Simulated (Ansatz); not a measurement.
Cost and result by functional for the surface energy of the (31-41) surface of hcp Sc in its 1x1 cell, outermost plane spacing 0.13 Å in the ideal cut, in Ansatz (plane waves, PAW). Single points on the PBE structure, on one kind of machine; costs are rough ratios of the slab run's core time (references not counted) to the cheapest single point. r2SCAN's cost holds its higher cutoff (500 against 420 eV). Differences are taken against r2SCAN for comparison alone: no measured value is at hand, so the table doesn't rank accuracy.

Slab: 28 atoms, 10.4 Å thick at the start (thin: gaps and levels are the slab's own); k 6x4x1, smearing 0.1 eV, dipole-corrected; all atoms relaxed; held to the start's symmetry, so lower structures may exist; no spin, no spin-orbit, no U. These notes are the PBE run's.

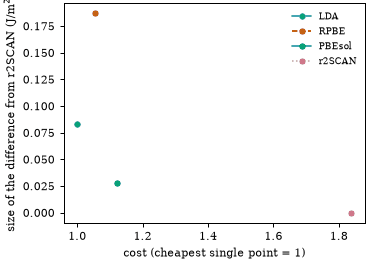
Fig. 1. Difference from r2SCAN against cost

```csv
functional,relative cost,surface energy (J/m²),less r2SCAN (J/m²)
LDA,1,1.47,0.08
RPBE,1,1.20,-0.19
PBEsol,1,1.41,0.03
r2SCAN,2,1.38,0.00
PBE (the relaxed run's value),–,1.30,-0.08
```

The values span 0.27 J/m², while the single points' costs differ by a factor of roughly 2. Differences are of unrounded values.

Ansatz is a quantum-chemistry and plane-wave program.
